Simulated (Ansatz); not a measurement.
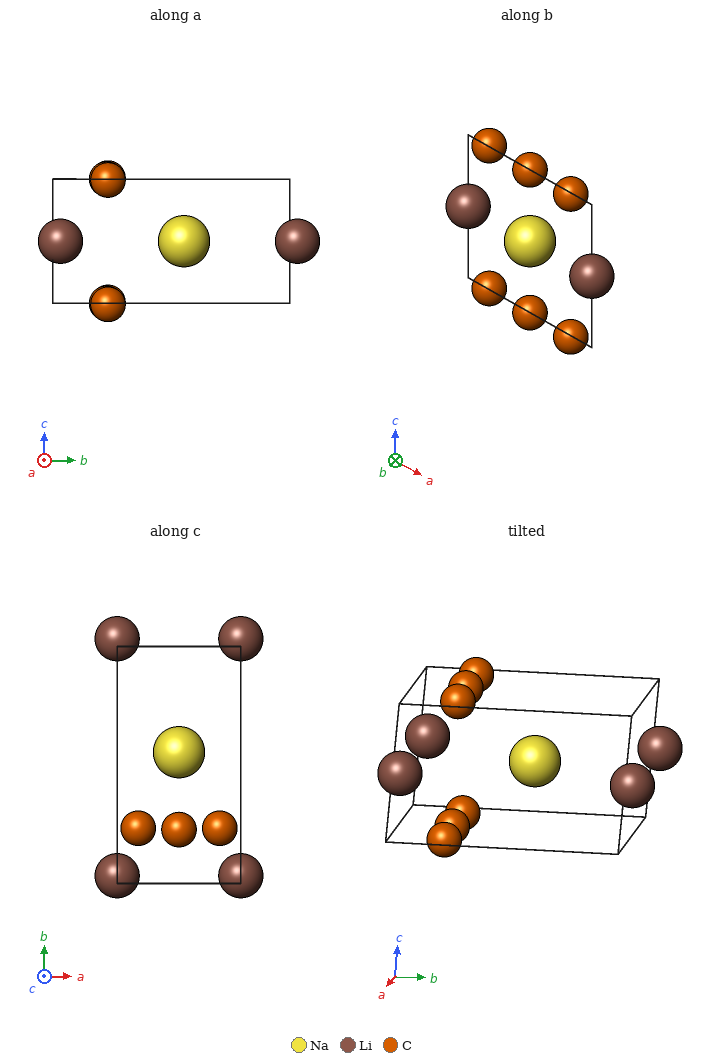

An orthographic spheres-only view of the structure, along the a axis, along the b axis, along the c axis and slightly off an axis. Lines trace the edges of the conventional unit cell.

Lattice parameters: a = 3.9137 Å, b = 6.5287 Å, c = 3.9350 Å, α = 90.000°, β = 119.488°, γ = 90.000°.

**Write down what is shown as a CIF with its space group and independent sites, with free fractional coordinates to two decimals.**

```cif
data_structure
_symmetry_space_group_name_H-M 'P 2'
_symmetry_Int_Tables_number 3
_cell_length_a 3.9137
_cell_length_b 6.5287
_cell_length_c 3.9350
_cell_angle_alpha 90.000
_cell_angle_beta 119.488
_cell_angle_gamma 90.000
_cell_volume 87.52
loop_
_atom_site_label
_atom_site_type_symbol
_atom_site_symmetry_multiplicity
_atom_site_Wyckoff_symbol
_atom_site_fract_x
_atom_site_fract_y
_atom_site_fract_z
_atom_site_occupancy
Na1 Na 1 d 0.50 0.55 0.50 1
Li1 Li 1 b 0.00 0.03 0.50 1
C1 C 1 c 0.50 0.23 0.00 1
C2 C 2 e 0.83 0.23 0.99 1
```

The model was built from a random cell made by a generator, so it need not be a real form of the compound. Earlier steps of the study, as a rule a relaxation of our own, may have changed the cell and positions, so they can lie some per cent off the listed ones. It was run through Ansatz as a DFT input.
